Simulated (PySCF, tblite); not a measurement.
# CH₁₁FSi₄: geometry, infrared bands and NMR shifts

Aim: predict the infrared bands and NMR shifts of CH₁₁FSi₄ (`F[SiH2][SiH2]C([SiH3])[SiH3]`).

Programs: tblite 0.8.0 and PySCF 2.14.0, with density-fitted response routines of our own. Each step states its level of theory. These are calculated values for one molecule in the gas phase, unless marked as measured. Atoms are numbered from 0 throughout.

## (1) The molecule as given

17 atoms, charge 0, multiplicity 1; geometry from: force field or distance geometry start.

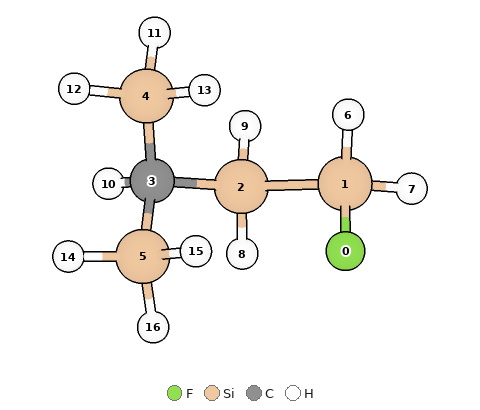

The starting geometry (fluorine green, silicon light orange, carbon grey, hydrogen white), atoms numbered.

## (2) Optimising the geometry with GFN2-xTB

The job: settings as JSON, then the geometry in Å.

```
{"job": {"kind": "relax", "xc": "GFN2-xTB", "basis": "xTB"}, "charge": 0, "multiplicity": 1}
F      1.901000    -1.847400     1.338800
Si     2.305700    -0.876000     0.118300
Si     0.487600    -0.521100    -1.249700
C     -1.012900     0.269100    -0.528500
Si    -0.586600     1.912700     0.151800
Si    -1.639400    -0.754400     0.869900
H      2.790800     0.414400     0.680400
H      3.420900    -1.514700    -0.631100
H      0.087200    -1.815100    -1.871600
H      0.921500     0.310500    -2.401800
H     -1.791200     0.354700    -1.288100
H     -0.058700     2.779800    -0.933200
H     -1.786100     2.594200     0.711700
H      0.458500     1.837400     1.197000
H     -2.922900    -0.199400     1.376000
H     -0.682900    -0.792100     2.018100
H     -1.899700    -2.140700     0.432000
```

Launch:

```console
OMP_NUM_THREADS=1 python probes_run.py task.json out
```

This one command runs all jobs of the session in turn.

What it wrote:

```text
step      E/eV     max force
  0    -528.76359    2.241
  1    -528.91407    0.908
  2    -528.96936    0.396
  3    -528.98543    0.304
  4    -529.01312    0.379
  5    -529.03318    0.335
  6    -529.04550    0.209
  7    -529.05034    0.128
  8    -529.05381    0.140
  9    -529.05818    0.228
 10    -529.06270    0.244
 11    -529.06656    0.186
 12    -529.06946    0.114
 13    -529.07124    0.085
 14    -529.07229    0.085
 15    -529.07320    0.079
 16    -529.07414    0.091
 17    -529.07513    0.102
 18    -529.07606    0.079
 19    -529.07680    0.063
 20    -529.07737    0.059
 21    -529.07789    0.067
 22    -529.07843    0.079
 23    -529.07903    0.063
 24    -529.07959    0.063
 25    -529.07998    0.042
 26    -529.08021    0.045
 27    -529.08039    0.042
 28    -529.08056    0.048
 29    -529.08070    0.039
 30    -529.08079    0.019
 31    -529.08084    0.023
 32    -529.08089    0.022
 33    -529.08095    0.019
 34    -529.08099    0.014
 35    -529.08103    0.015
 36    -529.08107    0.017
 37    -529.08113    0.024
 38    -529.08123    0.030
 39    -529.08134    0.025
 40    -529.08141    0.017
 41    -529.08144    0.013
 42    -529.08146    0.014
 43    -529.08149    0.013
 44    -529.08152    0.017
 45    -529.08157    0.018
 46    -529.08162    0.019
 47    -529.08165    0.015
 48    -529.08167    0.008
```

It took 0.42 s on 1 thread of Arm Neoverse V1, shared host; peak memory 0.18 GiB.

Relaxation path: (not every step is listed)

| step | energy from step 0 (eV) | largest force (eV/Å) |
| --- | --- | --- |
| 0 | 0.0000 | 2.2406 |
| 1 | -0.1505 | 0.9079 |
| 2 | -0.2058 | 0.3961 |
| 3 | -0.2218 | 0.3044 |
| 4 | -0.2495 | 0.3792 |
| 5 | -0.2696 | 0.3346 |
| 6 | -0.2819 | 0.2086 |
| 7 | -0.2867 | 0.1277 |
| 8 | -0.2902 | 0.1404 |
| 11 | -0.3030 | 0.1859 |
| 14 | -0.3087 | 0.0847 |
| 17 | -0.3115 | 0.1022 |
| 20 | -0.3138 | 0.0589 |
| 23 | -0.3154 | 0.0632 |
| 26 | -0.3166 | 0.0452 |
| 29 | -0.3171 | 0.0392 |
| 32 | -0.3173 | 0.0218 |
| 35 | -0.3174 | 0.0152 |
| 38 | -0.3176 | 0.0302 |
| 41 | -0.3179 | 0.0126 |
| 43 | -0.3179 | 0.0132 |
| 44 | -0.3179 | 0.0166 |
| 45 | -0.3180 | 0.0176 |
| 46 | -0.3180 | 0.0190 |
| 47 | -0.3181 | 0.0146 |
| 48 | -0.3181 | 0.0081 |

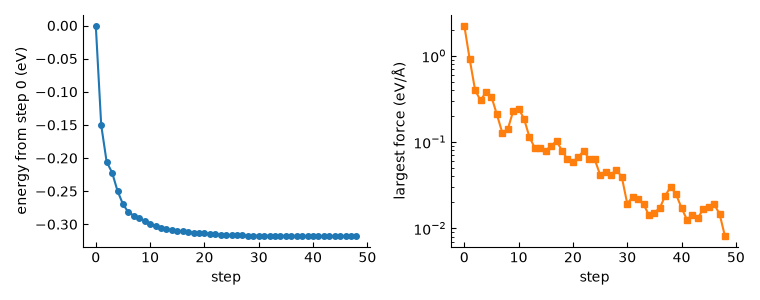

Energy and largest force along the relaxation.

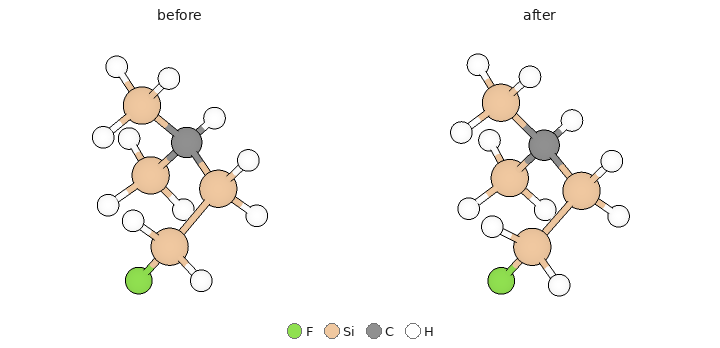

The geometry before (left) and after (right).

Close pairs (by a distance rule), those that changed most:

| bond | before (Å) | after (Å) | change (Å) |
| --- | --- | --- | --- |
| C3–Si4 | 1.829 | 1.903 | +0.074 |
| Si2–C3 | 1.843 | 1.910 | +0.067 |
| C3–Si5 | 1.843 | 1.907 | +0.065 |
| Si5–H15 | 1.495 | 1.462 | -0.033 |
| Si1–H6 | 1.489 | 1.462 | -0.027 |
| Si1–H7 | 1.488 | 1.462 | -0.026 |
| Si4–H12 | 1.489 | 1.466 | -0.023 |
| Si5–H14 | 1.487 | 1.467 | -0.020 |

The end geometry stands in the next job.

## (3) Harmonic vibrations with GFN2-xTB

The job: settings as JSON, then the geometry in Å.

```
{"job": {"kind": "ir", "xc": "GFN2-xTB", "basis": "xTB"}, "charge": 0, "multiplicity": 1}
F      1.949921    -1.816628     1.267452
Si     2.356132    -0.842579     0.040787
Si     0.524125    -0.556131    -1.318933
C     -0.963033     0.264732    -0.446641
Si    -0.588142     2.032076     0.151206
Si    -1.697100    -0.826200     0.934986
H      2.881974     0.329586     0.738166
H      3.483574    -1.563914    -0.546924
H      0.056253    -1.827264    -1.905201
H      0.896385     0.279236    -2.477112
H     -1.742868     0.360017    -1.209627
H     -0.084981     2.836729    -0.968073
H     -1.806935     2.663970     0.664865
H      0.428034     2.003955     1.206377
H     -2.964174    -0.246017     1.393903
H     -0.766827    -0.912842     2.058970
H     -1.969338    -2.166697     0.405889
```

What it wrote:

```text
mode    cm-1     km/mol
  1     -15.3      1.30
  2      43.9      0.83
  3      87.5      0.36
  4     119.1      0.02
  5     123.9      0.15
  6     145.7      6.00
  7     164.7      0.61
  8     177.1      4.26
  9     258.1      5.30
 10     385.5     50.78
 11     420.4     26.01
 12     448.0      9.46
 13     491.6     31.68
 14     502.7     18.13
 15     512.4      3.32
 16     529.3     44.19
 17     570.2      2.55
 18     601.2     38.79
 19     608.3     36.35
 20     695.9    775.94
 21     726.7     62.02
 22     774.9    178.78
 23     776.9     34.06
 24     787.2    204.01
 25     790.8    168.63
 26     796.5    300.64
 27     797.4    304.91
 28     805.8    269.80
 29     811.3    671.75
 30     827.9    113.46
 31     834.4    172.51
 32     840.5    107.98
 33    1068.3     58.18
 34    1073.0     52.32
 35    2138.6    328.45
 36    2157.9    157.77
 37    2221.3    191.39
 38    2228.5    319.92
 39    2236.4    226.22
 40    2238.8    566.69
 41    2245.3    315.34
 42    2251.7    422.79
 43    2273.7    213.75
 44    2281.2    381.22
 45    2902.1     38.65
```

Run time: 0.78 s. Hardware: 1 thread of Arm Neoverse V1, shared host; peak memory 0.18 GiB.

Which atoms move in the most intense modes:

| cm⁻¹ | km/mol | atoms |
| --- | --- | --- |
| 696 | 775.9 | H7 18 %, H9 17 %, H6 15 %, H8 11 % |
| 811 | 671.8 | H14 17 %, H12 14 %, H15 14 %, H13 12 % |
| 2139 | 328.4 | H8 55 %, H9 39 % |
| 2228 | 319.9 | H11 57 %, H14 23 % |
| 2239 | 566.7 | H13 33 %, H14 20 %, H6 20 %, H7 13 % |
| 2245 | 315.3 | H12 72 % |
| 2252 | 422.8 | H7 34 %, H13 27 %, H6 25 % |
| 2281 | 381.2 | H15 93 % |

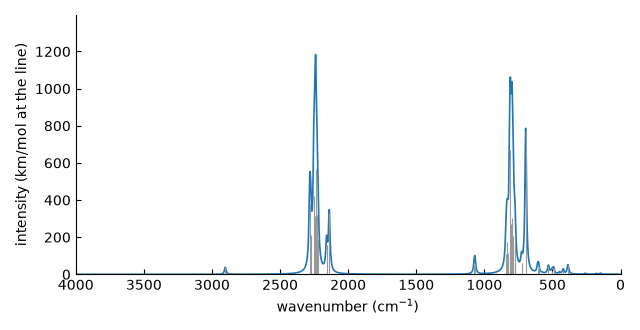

The infrared spectrum from these modes, unscaled. Lines are broadened to a width of 14 cm⁻¹ (Lorentzian).

## (4) NMR shieldings: PBE0/pcSseg-1

The job, as its differences from that of step 3:

```diff
@@ -1,2 +1,2 @@
-{"job": {"kind": "ir", "xc": "GFN2-xTB", "basis": "xTB"}, "charge": 0, "multiplicity": 1}
+{"job": {"kind": "nmr", "xc": "PBE0", "basis": "pcSseg-1"}, "charge": 0, "multiplicity": 1}
 F      1.949921    -1.816628     1.267452
```

Method: GIAO PBE0/pcSseg-1 NMR shielding, non-relativistic, gas phase.

What it wrote:

```text
coarse grid: 15488 points
cycle   1  E = -1301.7755422921  dE =  2.554e-02  |g| = 6.175e-01  |ddm| = 3.630e+00
cycle   2  E = -1301.6853243225  dE =  9.022e-02  |g| = 9.593e-01  |ddm| = 1.281e+00
cycle   3  E = -1301.8457186383  dE = -1.604e-01  |g| = 5.089e-02  |ddm| = 8.407e-01
cycle   4  E = -1301.8460805537  dE = -3.619e-04  |g| = 2.255e-02  |ddm| = 6.229e-02
cycle   5  E = -1301.8461689529  dE = -8.840e-05  |g| = 8.657e-03  |ddm| = 2.519e-02
cycle   6  E = -1301.8461901072  dE = -2.115e-05  |g| = 1.161e-03  |ddm| = 1.135e-02
cycle   7  E = -1301.8461904984  dE = -3.912e-07  |g| = 2.725e-04  |ddm| = 1.889e-03
final grid: 129608 points
cycle   8  E = -1301.8835730285  dE = -1.935e-05  |g| = 3.804e-03  |ddm| = 1.821e-02
cycle   9  E = -1301.8835689489  dE =  4.080e-06  |g| = 5.297e-03  |ddm| = 8.556e-03
cycle  10  E = -1301.8835765220  dE = -7.573e-06  |g| = 3.550e-04  |ddm| = 5.244e-03
cycle  11  E = -1301.8835765484  dE = -2.647e-08  |g| = 5.119e-05  |ddm| = 4.470e-04
cycle  12  E = -1301.8835765490  dE = -6.150e-10  |g| = 1.904e-05  |ddm| = 9.424e-05
converged SCF energy = -1301.8835765490

GIAO shielding tensors (ppm)
atom      isotropic    diamagn.    paramagn.     s11        s22        s33       span
  0 F      432.193     470.927     -38.733    372.818    458.561    465.201     92.383
  1 Si     341.063     877.569    -536.506    249.334    321.739    452.114    202.780
  2 Si     424.080     881.976    -457.896    387.270    401.968    483.003     95.733
  3 C      208.535     262.278     -53.742    199.342    202.069    224.196     24.855
  4 Si     417.663     880.753    -463.090    380.606    398.044    474.338     93.731
  5 Si     415.653     880.750    -465.097    381.440    394.890    470.630     89.190
  6 H       25.873      28.926      -3.054     23.108     24.808     29.702      6.594
  7 H       26.062      27.614      -1.552     22.360     24.812     31.015      8.655
  8 H       27.275      30.254      -2.979     23.488     25.202     33.137      9.649
  9 H       27.664      30.293      -2.629     23.816     25.910     33.266      9.450
 10 H       32.239      32.796      -0.556     27.007     27.944     41.766     14.759
 11 H       27.591      29.792      -2.200     23.841     25.700     33.234      9.393
 12 H       27.531      29.643      -2.112     23.670     25.441     33.481      9.810
 13 H       27.546      30.400      -2.854     23.996     26.401     32.241      8.245
 14 H       27.549      29.693      -2.144     23.675     25.409     33.564      9.889
 15 H       27.581      30.172      -2.591     23.963     26.771     32.010      8.047
 16 H       27.505      29.806      -2.300     23.821     25.680     33.016      9.195
```

Wall time 40 s (1 thread of Arm Neoverse V1, shared host); peak memory 0.84 GiB.

Shifts follow as δ = σ(reference) − σ, with reference shieldings (ppm) from runs at the same level and on the same kind of geometry: 1H TMS 31.72, 13C TMS 186.9, 29Si TMS 349.2, 19F CFCl3 170.9. The references are single molecules in the gas phase, so shifts against H2O, NH3, PH3, H3PO4 or CFCl3 are not on the usual liquid scales and can be off by tens of ppm. Atoms listed in one row are averaged.

| atoms | environment | σ (ppm) | δ (ppm) | δ scaled to CDCl3 |
| --- | --- | --- | --- | --- |
| C3 | sp3 CH bonded to 3 Si | 208.5 | -21.6 | -23.0 |
| H6, H7 | hydrogen on a silicon bonded to F, Si | 25.97 | 5.75 | – |
| H8, H9 | hydrogen on a silicon bonded to C, Si | 27.47 | 4.25 | – |
| H11, H12, H13, H14, H15, H16 | hydrogen on a silicon bonded to C | 27.55 | 4.17 | – |
| H10 | hydrogen on an sp3 CH bonded to 3 Si | 32.24 | -0.52 | -0.39 |
| F0 | fluorine bonded to Si | 432.2 | -261.2 | – |
| Si1 | silicon bonded to F, Si, 2 H | 341.1 | 8.1 | – |
| Si4, Si5 | silicon bonded to C, 3 H | 416.7 | -67.5 | – |
| Si2 | silicon bonded to C, Si, 2 H | 424.1 | -74.9 | – |

The scaled column applies a straight-line fit of computed shieldings to shifts measured in CDCl3, and one for carbons that bear F (root-mean-square error 0.16 ppm for H, 1.9 ppm for C).

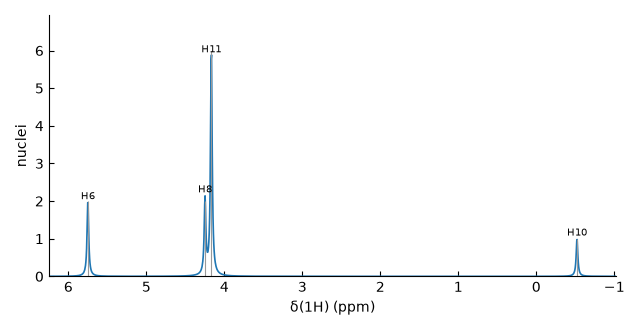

1H lines at the computed shifts, without couplings. Lines are broadened to a width of 0.03 ppm (Lorentzian).

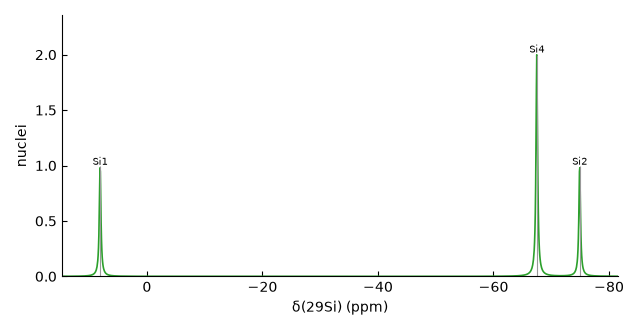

29Si lines at the computed shifts, without couplings. Lines are broadened to a width of 0.33 ppm (Lorentzian).

Charges from the same density, by scheme (e):

| atoms | Mulliken | IAO | Hirshfeld | ESP fit |
| --- | --- | --- | --- | --- |
| F0 | -0.44 | -0.55 | -0.21 | -0.31 |
| Si1 | 0.72 | 0.80 | 0.34 | 0.55 |
| Si2 | 0.21 | 0.41 | 0.24 | 0.12 |
| C3 | -1.09 | -0.91 | -0.27 | -0.39 |
| Si4, Si5 | 0.50 | 0.59 | 0.30 | 0.29 |

IAO charges:

F0 -0.55; Si1 0.80; Si2 0.41; C3 -0.91; Si4 0.59; Si5 0.59; H6 -0.13; H7 -0.12; H8 -0.09; H9 -0.10; H10 0.17; H11 -0.11; H12 -0.11; H13 -0.12; H14 -0.11; H15 -0.11; H16 -0.11

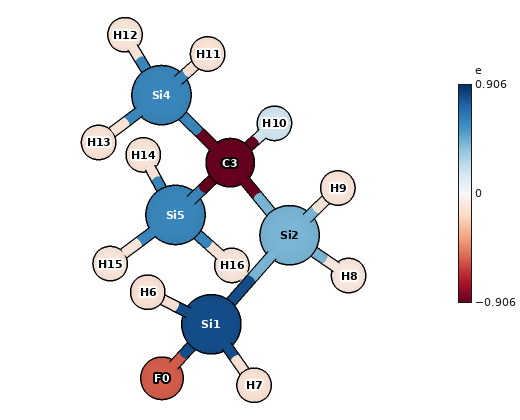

IAO charges, as colours on the atoms.

Mayer bond orders: F0–Si1 0.88, Si1–Si2 0.90, Si2–C3 0.89, C3–Si4 0.89, C3–Si5 0.87.

Orbitals, density, ELF and potential are computed afterwards from the orbital file.

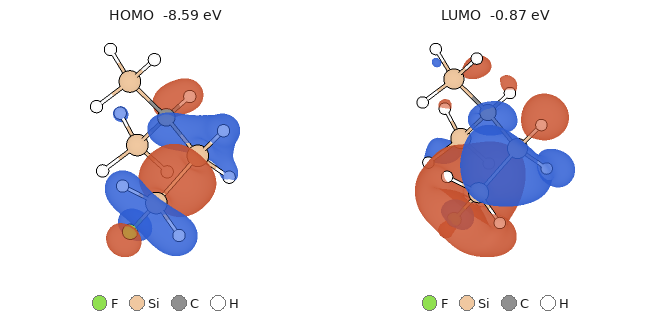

PBE0/pcSseg-1 orbitals near the gap, drawn at the value that encloses 70 % of each; the two colours are the two signs.

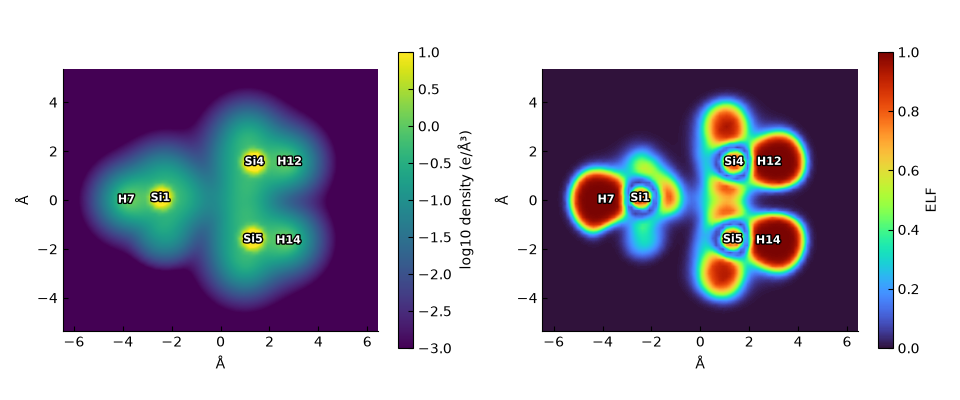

Density (left) and ELF (right) in a plane through or near 6 of the atoms.

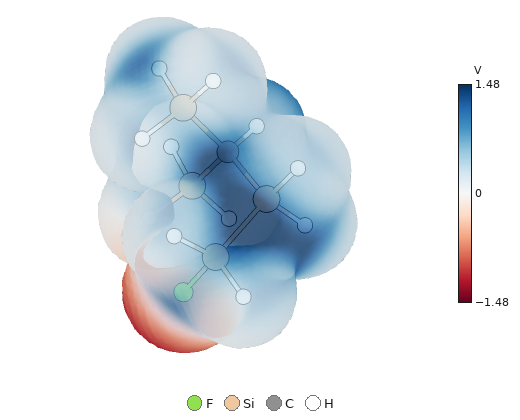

The potential that a unit positive charge feels on the 0.002 e/bohr³ surface, from -1.15 V near F0 to 1.48 V near H6.

## (5) What came out

| quantity | value |
| --- | --- |
| strongest single infrared mode (GFN2-xTB) | 696 cm⁻¹, 776 km/mol |
| zero-point energy (GFN2-xTB) | 62.6 kcal/mol |
| 13C shifts against TMS (PBE0/pcSseg-1) | -21.6 ppm |
| 1H shifts against TMS (PBE0/pcSseg-1, means over atoms taken as alike) | 5.75, 4.25, 4.17, -0.52 ppm |
| 19F shifts against CFCl3 (PBE0/pcSseg-1) | -261.2 ppm |
| 29Si shifts against TMS (PBE0/pcSseg-1, means over atoms taken as alike) | 8.1, -67.5, -74.9 ppm |
| surface potential, least and greatest | -1.15 V and 1.48 V |

In words: Relaxing lowered the energy by 0.318 eV in 48 steps; the close pair that moved most is C3–Si4, from 1.829 to 1.903 Å. The lowest mode is slightly imaginary (15i cm⁻¹), a soft motion within the noise of the Hessian, so the minimum is not strictly shown. The strongest single mode, at 696 cm⁻¹, is spread over several atoms, H7, H9, H6, H8 among them. GFN2-xTB is a fitted tight-binding method: band positions and strengths are rough. Its intensities can rank the bands wrongly. At PBE0/pcSseg-1: Shielding is most anisotropic at Si1 (span 203 ppm, paramagnetic term -537 ppm). By nearest atom (PBE0/pcSseg-1), the HOMO sits on Si1, Si2 about 23 % each; F0 10 % and the LUMO on Si1 22 %; Si2 13 %.
